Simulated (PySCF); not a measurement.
# Br2Ce (Ce(Br)2+): the cost of one run

Program: PySCF 2.14.0. Level of theory: several levels, as the steps say, no spin–orbit coupling. These are calculated values, not measurements.

1 further run of the same task is left out (for a known fault of the program).

## 1. Starting geometry

3 atoms, charge 1, spin multiplicity 1.

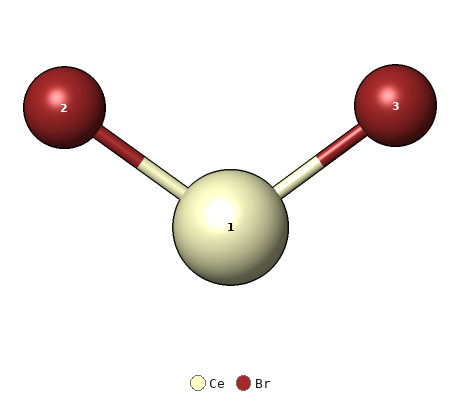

The geometry (cerium light yellow, bromine red); atoms are numbered from 1 in the order of the file.

Coordinates:

```
Ce    0.00000    0.00000   -0.87434
Br    2.12360    0.00000    0.67586
Br   -2.12360    0.00000    0.67586
```

Formal oxidation states: Ce +3. Each metal's 1 4f electrons lie in its core potential, so multiplicities, spins and levels count the valence alone. An earlier session relaxed this geometry at PBE0, Ce lcecp-1-SVP with ECP47, Br def2-SVP (singlet, point group C2v).

At PBE0 on the finer grid: E = -5179.237213 Eh, HOMO -12.70 eV, LUMO -7.55 eV, Mulliken charge on Ce1 +1.33 e, largest force component 0.018 eV/Å. 

Levels to run: r2SCAN; TPSSh; PBE0, TZVP. Hardware: 2 threads of Arm Neoverse V1, shared host.

## 2. r2SCAN

Contents of run.py (the lines that set the calculation):

```python
mol = gto.M(atom='''
Ce     0.00000     0.00000    -0.87434
Br     2.12360     0.00000     0.67586
Br    -2.12360     0.00000     0.67586''',
    basis={'Ce': 'lcecp-1-SVP', 'Br': 'def2-SVP'},
    ecp={'Ce': 'lcecp-1-SVP'},
    charge=1, spin=0)
mf = dft.RKS(mol, xc='R2SCAN')
mf.grids.atom_grid = (75, 302)  # f atoms: unpruned, at least (60, 302)
mf = mf.density_fit()  # fitting sets: Ce AutoAux, Br def2-universal-JKFIT
mf.conv_tol = 1e-08; mf.max_cycle = 55
mf.kernel(dm0)  # dm0: the density of the relaxed state
```

Started as:

```bash
> OMP_NUM_THREADS=2 python run.py
```

**Question.** How long does this run take on 2 threads of Arm Neoverse V1, shared host?

About 9.1 s.
